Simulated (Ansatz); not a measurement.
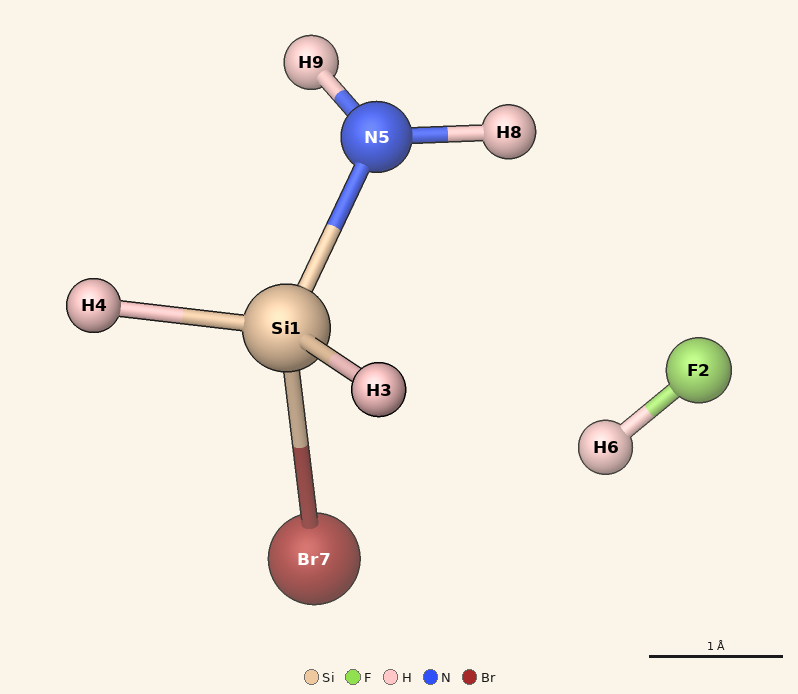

Orthographic view. Distant atoms are faded towards the background colour. The computed structure is the end point of a PBE0-D4/def2-TZVP optimisation.

List the bonded neighbours of every atom.

Si1: H3, H4, N5, Br7
F2: H6
H3: Si1
H4: Si1
N5: Si1, H8, H9
H6: F2
Br7: Si1
H8: N5
H9: N5
